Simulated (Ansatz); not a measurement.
```
CELL_PARAMETERS angstrom
4.74136 0.00000 0.00000
0.00000 4.74136 0.00000
0.00000 0.00000 4.74136
ATOMIC_POSITIONS crystal
Co 0.00000 0.00000 0.00000
Si 0.50000 0.50000 0.50000
Ge 0.00000 0.50000 0.50000
Ge 0.50000 0.50000 0.00000
Ge 0.50000 0.00000 0.50000
```

Space group Pm-3m; a structure generated by program, which may or may not match a known phase; spin-polarised.

Theory: Ansatz, DFT PBE, scalar-relativistic, plane waves, PAW.

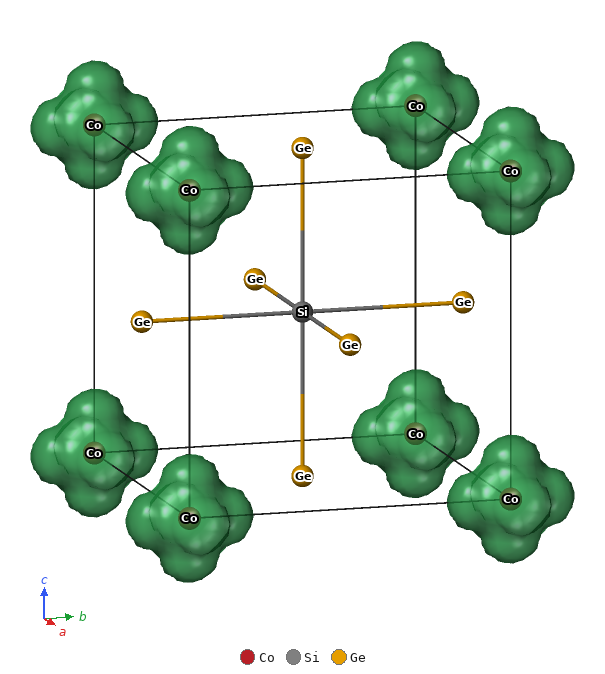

CoSiGe3. Isosurface of the spin density (up minus down) at +0.2 e/Å³ (green), seen slightly off an axis. Sticks mark near contacts.

Question: Where is the spin, and how is it ordered?

Answer: The spin density sits on Co: +2.1 μB in one cell of 5 atoms: parallel main moments, as they must be, since the calculation's own cell holds one magnetic site. The cell of the calculation (5 atoms) carries 2.0 μB of net spin moment.
